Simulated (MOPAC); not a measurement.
## Geometry relaxation of C2H3AlCl2 (charge +1) (part 2 of 2)

Continued. System: C2H3AlCl2, charge +1, multiplicity 2. Method: PM6-DH+, unrestricted, dispersion DH+ (MOPAC 23.2.5). The starting geometry was optimised with PM6-DH+.

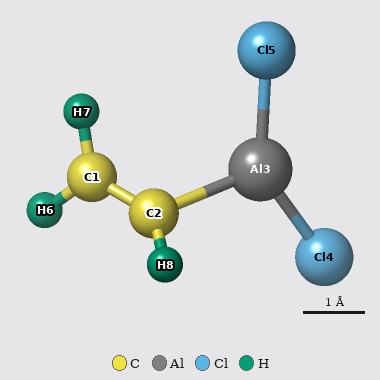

Figure 1. The geometry at step 83 of the log (ball-and-stick view, seen on its broad side; atoms are numbered from 1 in the order of the input).

### Trajectory as extended XYZ, continued
```
8
Properties=species:S:1:pos:R:3:forces:R:3 step=22 energy=6.08654
C     0.5507   -0.1185    1.1386   -0.0869  -0.0420  -0.0734
C    -0.0884   -0.8191    0.2140    0.4372   0.0769  -0.0714
Al   -0.5376    0.4949   -1.3298   -0.2790   0.1008  -0.2149
Cl   -1.5981   -0.7501   -2.5267   -0.0732   0.0094  -0.0914
Cl    0.1541    2.4001   -1.4396   -0.0416  -0.3595   0.2302
H     0.4380   -0.1835    2.2455   -0.2699  -0.0322  -0.2333
H     1.2620    0.6860    0.8948    0.3524   0.0618   0.1977
H    -0.3707   -1.8245   -0.1070   -0.0390   0.1850   0.2565
8
Properties=species:S:1:pos:R:3:forces:R:3 step=28 energy=5.91883
C     0.6025   -0.0367    1.1709    0.0928   0.0196   0.1272
C     0.0154   -0.7149    0.1950    0.0039  -0.1441  -0.1158
Al   -0.5598    0.4261   -1.4127   -0.0183  -0.0433   0.0193
Cl   -1.6843   -0.7433   -2.6222    0.0196   0.0761   0.0176
Cl    0.1576    2.3206   -1.3279   -0.0039  -0.0298  -0.0016
H     0.2415   -0.0657    2.2213   -0.0261   0.0434  -0.0234
H     1.4780    0.6291    1.0635   -0.0431   0.0511  -0.0258
H    -0.3217   -1.7401    0.0358   -0.0251   0.0270   0.0026
8
Properties=species:S:1:pos:R:3:forces:R:3 step=33 energy=5.91238
C     0.5960   -0.0064    1.1470   -0.1912  -0.1541  -0.1794
C     0.0426   -0.7493    0.1967    0.1063   0.1577   0.1760
Al   -0.5450    0.4011   -1.4074    0.0048  -0.0037   0.0005
Cl   -1.6983   -0.7215   -2.6308    0.0169   0.0288   0.0256
Cl    0.1565    2.3024   -1.3003    0.0093  -0.0464   0.0100
H     0.1852    0.0500    2.1776    0.0050  -0.0275  -0.0011
H     1.4649    0.6617    1.0263    0.0334   0.0498  -0.0432
H    -0.3106   -1.7668    0.0531    0.0155  -0.0046   0.0115
8
Properties=species:S:1:pos:R:3:forces:R:3 step=39 energy=5.91029
C     0.5913    0.0086    1.1341    0.0082   0.0031   0.0268
C     0.0406   -0.7514    0.1977   -0.0252  -0.0107  -0.0031
Al   -0.5447    0.3945   -1.4085   -0.0382   0.0038   0.0037
Cl   -1.7003   -0.7191   -2.6351    0.0003   0.0036  -0.0050
Cl    0.1623    2.2922   -1.2835    0.0256  -0.0089  -0.0038
H     0.2019    0.0548    2.1738   -0.0001   0.0049  -0.0178
H     1.4428    0.6995    0.9901   -0.0048   0.0038   0.0034
H    -0.3063   -1.7728    0.0665    0.0342   0.0004  -0.0043
8
Properties=species:S:1:pos:R:3:forces:R:3 step=44 energy=5.90937
C     0.5923    0.0200    1.1334   -0.0447  -0.0524  -0.0667
C     0.0436   -0.7469    0.2007    0.0621   0.0520   0.0727
Al   -0.5603    0.3895   -1.4041    0.0094   0.0047  -0.0052
Cl   -1.7035   -0.7156   -2.6488   -0.0126   0.0034   0.0087
Cl    0.1710    2.2789   -1.2742    0.0034  -0.0043  -0.0080
H     0.2128    0.0641    2.1759   -0.0045  -0.0080  -0.0035
H     1.4329    0.7237    0.9802   -0.0155  -0.0008   0.0030
H    -0.2736   -1.7776    0.0691    0.0023   0.0053  -0.0011
8
Properties=species:S:1:pos:R:3:forces:R:3 step=50 energy=5.90796
C     0.5794    0.0225    1.1409    0.0367   0.0359   0.0218
C     0.0616   -0.7477    0.1941   -0.0267  -0.0590  -0.0179
Al   -0.5581    0.3870   -1.4046    0.0107   0.0119  -0.0198
Cl   -1.7143   -0.7107   -2.6441   -0.0103   0.0034   0.0160
Cl    0.1776    2.2753   -1.2802    0.0034  -0.0050  -0.0056
H     0.1920    0.0488    2.1801   -0.0168  -0.0126   0.0076
H     1.4054    0.7459    1.0015   -0.0064   0.0133   0.0030
H    -0.2291   -1.7853    0.0509    0.0092   0.0121  -0.0050
8
Properties=species:S:1:pos:R:3:forces:R:3 step=56 energy=5.89847
C     0.5022    0.0242    1.1672   -0.1381  -0.2220  -0.2293
C     0.1494   -0.7537    0.1508    0.1634   0.2180   0.2268
Al   -0.5363    0.3888   -1.4157   -0.0067   0.0040   0.0003
Cl   -1.7702   -0.6990   -2.5875   -0.0056   0.0100   0.0142
Cl    0.2202    2.2697   -1.3157    0.0044  -0.0170  -0.0122
H     0.0572   -0.0814    2.1803    0.0123   0.0081  -0.0267
H     1.2161    0.8701    1.1211   -0.0283  -0.0352   0.0010
H     0.0249   -1.8094   -0.0773   -0.0013   0.0341   0.0258
8
Properties=species:S:1:pos:R:3:forces:R:3 step=61 energy=5.89661
C     0.4888    0.0175    1.1827    0.0009   0.1131   0.0983
C     0.1680   -0.7435    0.1455    0.0323   0.0240  -0.0224
Al   -0.5350    0.3877   -1.4193   -0.0372  -0.0105  -0.0199
Cl   -1.7828   -0.6954   -2.5834    0.0291   0.0350   0.0486
Cl    0.2276    2.2665   -1.3275    0.0053  -0.0144  -0.0118
H     0.0468   -0.1216    2.1961    0.0442   0.0135  -0.1075
H     1.1784    0.8892    1.1515   -0.0757  -0.0954   0.0266
H     0.0787   -1.7971   -0.0946    0.0012  -0.0652  -0.0119
8
Properties=species:S:1:pos:R:3:forces:R:3 step=67 energy=5.89257
C     0.4629    0.0142    1.1868    0.0371   0.1505   0.1631
C     0.1974   -0.7431    0.1324   -0.0410  -0.1326  -0.1862
Al   -0.5286    0.3896   -1.4220    0.0113   0.0166   0.0129
Cl   -1.7963   -0.6920   -2.5623   -0.0097   0.0010   0.0147
Cl    0.2394    2.2662   -1.3400    0.0046  -0.0169  -0.0111
H     0.0038   -0.1583    2.1825    0.0034  -0.0039  -0.0010
H     1.1172    0.9084    1.1890   -0.0229  -0.0222   0.0106
H     0.1483   -1.7981   -0.1251    0.0173   0.0074  -0.0030
8
Properties=species:S:1:pos:R:3:forces:R:3 step=72 energy=5.88261
C     0.3772   -0.0119    1.2058   -0.0753  -0.2836  -0.2520
C     0.2766   -0.7289    0.0927    0.0699   0.2921   0.3564
Al   -0.5063    0.4012   -1.4300   -0.0520  -0.0288  -0.0317
Cl   -1.8386   -0.6853   -2.4912    0.0063   0.0179   0.0146
Cl    0.2797    2.2686   -1.3919    0.0226   0.0180  -0.0062
H    -0.1029   -0.3179    2.1601   -0.0042   0.0057  -0.0255
H     0.8985    0.9547    1.3118    0.0242   0.0492  -0.0263
H     0.3925   -1.7579   -0.2259    0.0084  -0.0706  -0.0293
8
Properties=species:S:1:pos:R:3:forces:R:3 step=78 energy=5.87274
C     0.2939   -0.0499    1.2284   -0.0166  -0.0900  -0.2323
C     0.3609   -0.6907    0.0679    0.0331   0.1080   0.2021
Al   -0.4949    0.4088   -1.4390    0.0251   0.0031   0.0312
Cl   -1.8815   -0.6761   -2.4277   -0.0010   0.0082   0.0155
Cl    0.3237    2.2632   -1.4448   -0.0047  -0.0268  -0.0100
H    -0.1919   -0.4891    2.1262    0.0294   0.0189  -0.0320
H     0.6638    0.9787    1.4221   -0.0386  -0.1117  -0.0213
H     0.6471   -1.6727   -0.3111   -0.0267   0.0903   0.0469
8
Properties=species:S:1:pos:R:3:forces:R:3 step=83 energy=5.86671
C     0.2311   -0.0893    1.2319    0.0051  -0.0355  -0.0289
C     0.4099   -0.6663    0.0514   -0.0055  -0.0177   0.0338
Al   -0.4785    0.4222   -1.4418    0.0175   0.0020   0.0124
Cl   -1.8994   -0.6722   -2.3687   -0.0163  -0.0056  -0.0022
Cl    0.3483    2.2698   -1.4918    0.0080  -0.0012  -0.0064
H    -0.2547   -0.6072    2.0864    0.0181   0.0132  -0.0274
H     0.5086    0.9494    1.4884   -0.0160  -0.0038   0.0042
H     0.7883   -1.6054   -0.3492   -0.0108   0.0487   0.0145
8
Properties=species:S:1:pos:R:3:forces:R:3 step=89 energy=5.86083
C     0.1461   -0.1577    1.2459    0.0109  -0.0834  -0.1457
C     0.4761   -0.6056    0.0414   -0.0546   0.0668   0.1751
Al   -0.4653    0.4392   -1.4464    0.0199   0.0069   0.0152
Cl   -1.9312   -0.6612   -2.2923   -0.0178  -0.0078  -0.0021
Cl    0.3935    2.2674   -1.5681    0.0025  -0.0020  -0.0016
H    -0.2894   -0.8180    2.0284    0.0247   0.0377  -0.0438
H     0.2288    0.8868    1.5930   -0.0025  -0.0095   0.0127
H     1.0194   -1.4438   -0.3866    0.0168  -0.0088  -0.0098
8
Properties=species:S:1:pos:R:3:forces:R:3 step=95 energy=5.85993
C     0.1262   -0.1723    1.2438   -0.0156   0.0005   0.0224
C     0.4908   -0.5922    0.0403    0.0098   0.0022  -0.0321
Al   -0.4614    0.4416   -1.4470    0.0009   0.0052   0.0003
Cl   -1.9390   -0.6582   -2.2742   -0.0038  -0.0011   0.0000
Cl    0.4037    2.2657   -1.5829    0.0007  -0.0033   0.0001
H    -0.2934   -0.8578    2.0091   -0.0018  -0.0069   0.0171
H     0.1617    0.8674    1.6096    0.0000   0.0173   0.0006
H     1.0745   -1.4017   -0.3898    0.0096  -0.0139  -0.0083
8
Properties=species:S:1:pos:R:3:forces:R:3 step=100 energy=5.85978
C     0.1035   -0.1897    1.2417   -0.0768   0.0508   0.2313
C     0.5122   -0.5711    0.0404    0.0512  -0.0318  -0.1895
Al   -0.4600    0.4418   -1.4475    0.0258   0.0391  -0.0043
Cl   -1.9508   -0.6522   -2.2564   -0.0135  -0.0131  -0.0025
Cl    0.4172    2.2598   -1.5992   -0.0109  -0.0224   0.0017
H    -0.2888   -0.9082    1.9923   -0.0025  -0.0070  -0.0048
H     0.0730    0.8433    1.6257    0.0016   0.0205  -0.0043
H     1.1455   -1.3413   -0.3883    0.0251  -0.0361  -0.0275
8
Properties=species:S:1:pos:R:3:forces:R:3 step=106 energy=5.85950
C     0.0973   -0.1969    1.2432   -0.0100  -0.0003   0.0042
C     0.5135   -0.5677    0.0401    0.0030   0.0091  -0.0004
Al   -0.4575    0.4456   -1.4483    0.0005   0.0028  -0.0010
Cl   -1.9507   -0.6530   -2.2484   -0.0011  -0.0013   0.0012
Cl    0.4198    2.2618   -1.6064   -0.0007  -0.0003  -0.0004
H    -0.2947   -0.9229    1.9860   -0.0007  -0.0063   0.0012
H     0.0580    0.8348    1.6312    0.0045   0.0059  -0.0010
H     1.1543   -1.3321   -0.3920    0.0044  -0.0095  -0.0038
8
Properties=species:S:1:pos:R:3:forces:R:3 step=111 energy=5.85954
C     0.0976   -0.1963    1.2433    0.0550  -0.0373  -0.1416
C     0.5123   -0.5695    0.0396   -0.0556   0.0440   0.1392
Al   -0.4570    0.4464   -1.4484    0.0035  -0.0002   0.0038
Cl   -1.9491   -0.6538   -2.2482   -0.0027  -0.0021  -0.0008
Cl    0.4186    2.2633   -1.6061    0.0003   0.0024  -0.0006
H    -0.2979   -0.9206    1.9856   -0.0059  -0.0027   0.0046
H     0.0667    0.8363    1.6303   -0.0003  -0.0009  -0.0010
H     1.1473   -1.3391   -0.3920    0.0056  -0.0032  -0.0035
8
Properties=species:S:1:pos:R:3:forces:R:3 step=117 energy=5.85947
C     0.0946   -0.1995    1.2424   -0.0051  -0.0030   0.0008
C     0.5136   -0.5686    0.0398    0.0040  -0.0007  -0.0023
Al   -0.4553    0.4478   -1.4481   -0.0024  -0.0010  -0.0003
Cl   -1.9490   -0.6538   -2.2440    0.0012   0.0012   0.0012
Cl    0.4194    2.2646   -1.6098    0.0008   0.0011  -0.0001
H    -0.3041   -0.9263    1.9812    0.0016  -0.0016   0.0000
H     0.0601    0.8314    1.6333    0.0015   0.0036  -0.0010
H     1.1520   -1.3352   -0.3932   -0.0016   0.0005   0.0018
8
Properties=species:S:1:pos:R:3:forces:R:3 step=122 energy=5.85947
C     0.0975   -0.1965    1.2423   -0.0009  -0.0004   0.0006
C     0.5119   -0.5707    0.0397    0.0018   0.0002  -0.0016
Al   -0.4562    0.4469   -1.4481   -0.0002   0.0003  -0.0001
Cl   -1.9485   -0.6542   -2.2471   -0.0003   0.0003   0.0006
Cl    0.4182    2.2642   -1.6065    0.0001  -0.0003  -0.0004
H    -0.3015   -0.9197    1.9844   -0.0005  -0.0002   0.0004
H     0.0684    0.8360    1.6298    0.0002   0.0000   0.0003
H     1.1458   -1.3411   -0.3928   -0.0002   0.0001   0.0002
8
Properties=species:S:1:pos:R:3:forces:R:3 step=128 energy=5.85947
C     0.0947   -0.1990    1.2420    0.0018   0.0000  -0.0019
C     0.5135   -0.5691    0.0396   -0.0009  -0.0003   0.0022
Al   -0.4554    0.4476   -1.4482   -0.0011  -0.0007   0.0003
Cl   -1.9489   -0.6540   -2.2441    0.0001   0.0005   0.0000
Cl    0.4192    2.2646   -1.6091    0.0006   0.0005  -0.0001
H    -0.3037   -0.9252    1.9816   -0.0002  -0.0002   0.0003
H     0.0612    0.8325    1.6318    0.0000  -0.0003  -0.0008
H     1.1510   -1.3365   -0.3929   -0.0003   0.0006   0.0000
8
Properties=species:S:1:pos:R:3:forces:R:3 step=133 energy=5.85950
C     0.0886   -0.2028    1.2394    0.0133  -0.0058  -0.0347
C     0.5187   -0.5663    0.0388   -0.0177   0.0071   0.0378
Al   -0.4538    0.4484   -1.4485   -0.0020  -0.0027  -0.0014
Cl   -1.9507   -0.6535   -2.2377    0.0030   0.0020  -0.0003
Cl    0.4217    2.2646   -1.6118    0.0001   0.0007  -0.0013
H    -0.3093   -0.9330    1.9753    0.0034  -0.0018  -0.0037
H     0.0438    0.8278    1.6305    0.0017  -0.0010   0.0022
H     1.1649   -1.3264   -0.3934   -0.0018   0.0016   0.0015
8
Properties=species:S:1:pos:R:3:forces:R:3 step=139 energy=5.85947
C     0.0960   -0.1978    1.2421   -0.0002   0.0006   0.0009
C     0.5128   -0.5699    0.0396    0.0003   0.0001  -0.0013
Al   -0.4559    0.4473   -1.4481   -0.0003  -0.0007  -0.0003
Cl   -1.9487   -0.6541   -2.2456    0.0000   0.0006   0.0005
Cl    0.4187    2.2644   -1.6078    0.0002   0.0001  -0.0002
H    -0.3027   -0.9224    1.9830   -0.0002  -0.0001   0.0001
H     0.0647    0.8343    1.6306    0.0002  -0.0002   0.0003
H     1.1486   -1.3387   -0.3929    0.0001  -0.0004  -0.0002
```

This output came from the following input.

### Input (run.mop)
```
PM6-DH+ DISP DOUBLET CHARGE=1 UHF CYCLES=300 GNORM=0.05 THREADS=1 AUX(PRECISION=6)
PM6-DH+ optimise

C 0.655072 1 -0.045125 1 1.248438 1
C -0.058229 1 -0.681044 1 0.328383 1
Al -0.523712 1 0.286108 1 -1.245842 1
Cl -1.639808 1 -0.564429 1 -2.775590 1
Cl 0.066991 1 2.260764 1 -1.514581 1
H 0.962155 1 -0.522746 1 2.175026 1
H 1.003084 1 0.982115 1 1.191333 1
H -0.408028 1 -1.705671 1 0.380031 1
```

Launched with:
```bash
mopac run.mop
```

### Results in brief

- outcome: converged
- total energy: −30.857687 hartree
- dispersion energy: −0.001681 hartree
- heat of formation: 135.12 kcal/mol
- basis functions: 38
- largest force: 0.001 eV/Å
- ⟨S²⟩: 0.756
- hardware: 1 thread of Arm Neoverse V1, 24 GiB of memory available, shared host
- wall time: 1.2 s
- peak memory: 0.074 GiB

### Remarks

MOPAC's energies along a path are heats of formation.
